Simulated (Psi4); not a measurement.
# HOF (hypofluorous acid): M06-2X/aug-cc-pVTZ

What is the vertical singlet–triplet gap of HOF (hypofluorous acid) at M06-2X/aug-cc-pVTZ? 

The results are computed with Psi4 1.11.

### Step 1. The structure to begin with

HOF has 3 atoms, charge 0, and is taken as a singlet. SMILES: `OF`. Geometry: relaxed at PBE0-D4/def2-TZVP.

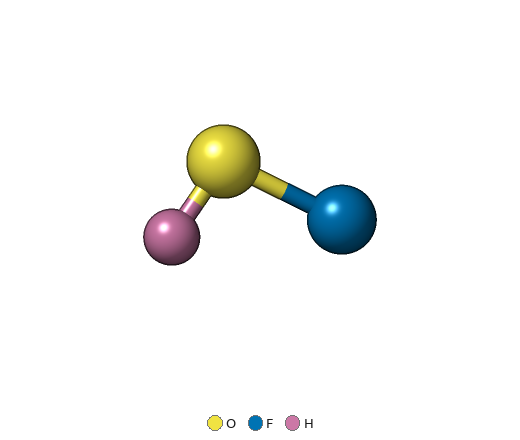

The structure, seen from a chosen angle (oxygen yellow, fluorine blue, hydrogen pink).

### Step 2. Energy and forces at M06-2X/aug-cc-pVTZ

calc.py reads:

```python
import psi4

psi4.set_memory('1600 MB')
psi4.set_num_threads(1)
psi4.core.set_output_file('output.dat', False)

m = psi4.geometry("""
0 1
O      0.430590    -0.210340     0.216330
F     -0.221910     1.014620    -0.010980
H     -0.208690    -0.804280    -0.205350
symmetry c1
""")

options = {'basis': 'aug-cc-pVTZ', 'reference': 'rks', 'puream': True, 'e_convergence': 1e-09, 'd_convergence': 1e-08, 'scf_type': 'pk', 'dft_radial_points': 99, 'dft_spherical_points': 590}
psi4.set_options(options)

E, wfn = psi4.gradient('m06-2x', return_wfn=True)
psi4.oeprop(wfn, 'QUADRUPOLE', 'MULLIKEN_CHARGES', 'WIBERG_LOWDIN_INDICES', title='M06-2X')
print('gradient / Eh bohr^-1')
print(E.np.round(6))
print(f'energy = {wfn.energy():.10f} Eh')
```

Run with:

```
python calc.py
```

output.dat:

```text
[...]
  Running in c1 symmetry.
[...]
  Nuclear repulsion =   34.062701107921029
[...]
  Multiplicity = 1
[...]
  Nalpha       = 9
  Nbeta        = 9
[...]
    Number of basis functions: 115
[...]
   @RKS iter   1:  -175.51172925629558   -4.63231e-01   2.74335e-03 DIIS/ADIIS
[...]
   @RKS iter  11:  -175.54458706039776   -4.49063e-12   3.57164e-09 DIIS
[...]
    Orbital Energies [Eh]
    ---------------------
    Doubly Occupied:
       1A    -25.298259     2A    -19.744594     3A     -1.414660
       4A     -1.106500     5A     -0.665517     6A     -0.600296
       7A     -0.592486     8A     -0.486161     9A     -0.418209
[...]
  @RKS Final Energy:  -175.54458706039776
   => Energetics <=
    Nuclear Repulsion Energy =             34.0627011079210291
    One-Electron Energy =                -310.9186700156060397
    Two-Electron Energy =                 110.5647282159275164
    DFT Exchange-Correlation Energy =      -9.2533463686402744
    Empirical Dispersion Energy =           0.0000000000000000
    VV10 Nonlocal Energy =                  0.0000000000000000
    Total Energy =                       -175.5445870603977596
[...]
  -Total Gradient:
     Atom            X                  Y                   Z
    ------   -----------------  -----------------  -----------------
       1        0.003266371406    -0.003749060146     0.000000000000
       2       -0.002458873960     0.003930632786     0.000000000000
       3       -0.000811239307    -0.000167864669    -0.000000000000
[...]
 Multipole Moments:
 ------------------------------------------------------------------------------------
     Multipole            Electronic (a.u.)      Nuclear  (a.u.)        Total (a.u.)
 ------------------------------------------------------------------------------------
 L = 1.  Multiply by 2.5417464519 to convert [e a0] to [Debye]
 Dipole X            :         -0.3468403           -0.0741923           -0.4210326
 Dipole Y            :          1.0789020           -1.7197104           -0.6408084
 Dipole Z            :         -0.0000000            0.0000000           -0.0000000
 Magnitude           :                                                    0.7667489
 L = 2.  Multiply by 1.3450342976 to convert [e a0^2] to [Debye ang]
 Quadrupole XX       :        -15.5594110            7.5565772           -8.0028338
 Quadrupole XY       :         12.0524692          -10.9651301            1.0873390
[...]
  Mulliken Charges: (a.u.)
   Center  Symbol    Alpha    Beta     Spin     Total
       1     O     4.07722  4.07722  0.00000 -0.15445
       2     F     4.58243  4.58243  0.00000 -0.16486
       3     H     0.34035  0.34035  0.00000  0.31931
   Total alpha =  9.00000, Total beta =  9.00000, Total charge =  0.00000
  Wiberg Bond Indices using Orthogonal Lowdin Orbitals:
[...]
```

Standard output:

```text
gradient / Eh bohr^-1
[[ 0.003266 -0.003749  0.      ]
 [-0.002459  0.003931  0.      ]
 [-0.000811 -0.000168 -0.      ]]
energy = -175.5445870604 Eh
```

Run time: 55 s. Hardware: 1 thread of Intel Xeon Platinum 8259CL at 2.50GHz (Skylake/Cascade Lake), shared host; peak memory 0.69 GiB.

### Step 3. The triplet: the energy at UM06-2X/aug-cc-pVTZ

calc.dat reads:

```
memory 1600 MB

molecule {
  0 3
  O      0.430590    -0.210340     0.216330
  F     -0.221910     1.014620    -0.010980
  H     -0.208690    -0.804280    -0.205350
  symmetry c1
}

set {
  basis aug-cc-pVTZ
  reference uks
  puream true
  e_convergence 1e-09
  d_convergence 1e-08
  scf_type pk
  dft_radial_points 99
  dft_spherical_points 590
  maxiter 100
}

e = energy("m06-2x")
```

Run with:

```
psi4 calc.dat calc.out -n 1
```

calc.out:

```text
[...]
  Running in c1 symmetry.
[...]
  Nuclear repulsion =   34.062701107921029
[...]
  Multiplicity = 3
[...]
  Nalpha       = 10
  Nbeta        = 8
[...]
    Number of basis functions: 115
[...]
   @UKS iter   1:  -175.36246849546100   -3.13970e-01   2.48048e-03 DIIS/ADIIS
[...]
   @UKS iter  13:  -175.39575366215956   -3.06954e-12   3.27975e-09 DIIS
[...]
   @S^2 Observed:                2.013758078E+00
[...]
    Orbital Energies [Eh]
    ---------------------
    Alpha Occupied:
       1A    -25.257517     2A    -19.757880     3A     -1.434047
       4A     -1.159509     5A     -0.717348     6A     -0.640738
       7A     -0.626450     8A     -0.494735     9A     -0.482524
      10A     -0.277206
    Alpha Virtual:
      11A     -0.014509    12A      0.070711    13A      0.076924
      14A      0.094104    15A      0.112640    16A      0.169538
      17A      0.179187    18A      0.183721    19A      0.196239
      20A      0.208201    21A      0.271647    22A      0.315018
      23A      0.345665    24A      0.518284    25A      0.588283
[...]
  @UKS Final Energy:  -175.39575366215956
   => Energetics <=
    Nuclear Repulsion Energy =             34.0627011079210291
    One-Electron Energy =                -310.9465628093410032
    Two-Electron Energy =                 110.7511508773949060
    DFT Exchange-Correlation Energy =      -9.2630428381345062
    Empirical Dispersion Energy =           0.0000000000000000
    VV10 Nonlocal Energy =                  0.0000000000000000
    Total Energy =                       -175.3957536621595636
[...]
 Multipole Moments:
 ------------------------------------------------------------------------------------
     Multipole            Electronic (a.u.)      Nuclear  (a.u.)        Total (a.u.)
 ------------------------------------------------------------------------------------
 L = 1.  Multiply by 2.5417464519 to convert [e a0] to [Debye]
 Dipole X            :         -0.2444453           -0.0741923           -0.3186376
 Dipole Y            :          0.9232954           -1.7197104           -0.7964149
 Dipole Z            :          0.0000000            0.0000000            0.0000000
 Magnitude           :                                                    0.8577917
[...]
```

Wall time 64 s (1 thread of Intel Xeon Platinum 8259CL at 2.50GHz (Skylake/Cascade Lake), shared host); peak memory 0.69 GiB.

### Step 4. Summary of results

Level: M06-2X/aug-cc-pVTZ.

```
                                        quantity          value
                           singlet: total energy  -175.54459 Eh
                          singlet: dipole moment         1.95 D
                            singlet: HOMO energy      -11.38 eV
                            singlet: LUMO energy       -0.35 eV
                          singlet: HOMO–LUMO gap       11.03 eV
               singlet: largest force on an atom     0.256 eV/Å
                           triplet: total energy  -175.39575 Eh
                          triplet: dipole moment         2.18 D
     triplet: HOMO energy (highest over α and β)       -7.54 eV
      triplet: LUMO energy (lowest over α and β)       -3.61 eV
                                   triplet: ⟨S²⟩          2.014
vertical energy of the triplet above the singlet       4.050 eV
```

In words: At this shape the triplet lies 4.05 eV (93 kcal/mol) above the singlet. The largest force (singlet) is 0.26 eV/Å: the shape isn't a stationary point for this species at this level.
